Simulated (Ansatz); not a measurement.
The starting structures come from a database of crystals and need not be the phases stable at ambient conditions.

 Where the default PAW files enter, the runs use the earlier of Ansatz's two default sets.

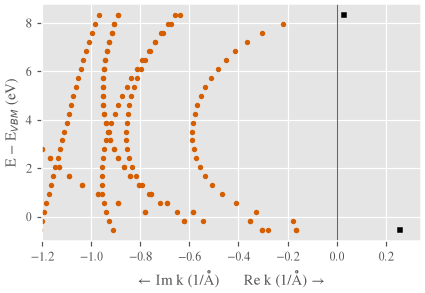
Complex bands at the centre of the two-dimensional zone; r2SCAN in Ansatz (a program for electronic structure)

No gap correction and no spin-orbit coupling; mid-gap values are interpolated between computed energies.

This is KMgF3 (Pm-3m, cubic perovskite, not sure to be the ambient phase, 5 atoms a cell, 12.6 Å³ an atom) along the normal of (001). Read off the slowest decay at the centre of the two-dimensional zone at 4.25 eV, the computed energy nearest the middle of the gap.

κ ≈ 0.58 1/Å, a decay length 1/(2κ) of the density of 0.86 Å.
